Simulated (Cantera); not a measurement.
Charge: 1 mol Ta2O5, 4 mol CH4, 0.067 mol CO, held at 0.00120 bar.

Method: chemical equilibrium by Gibbs-energy minimisation in Cantera with the NASA 1993 tables (ideal gas, pure condensed phases). Candidate condensed phases: C, C6H6, C7H8, C8H18, H2O, Ta, TaC, Ta2O5; 113 gas species. Mutual solubility and eutectic melting of coexisting phases are not modelled. TaC: taken at fixed stoichiometry. Condensed phases not in the tables: Ta2C, N, O or C dissolved in the metal. The numbers say what is thermodynamically allowed, not how fast it happens.

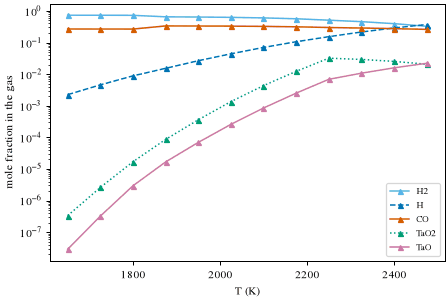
Figure: Equilibrium gas composition (values under 1e-9 drawn at 1e-9)

From 1650 K to 1800 K the condensed part is TaC(s) + Ta2O5(s). From 1875 K to 2025 K the condensed part is Ta(s) + Ta2O5(s). From 2100 K to 2250 K the condensed part is Ta(s) + Ta2O5(l). From 2325 K to 2475 K the condensed part is Ta(s). The main Ta-bearing gas is TaO2 at 1650 K and TaO at 2475 K.
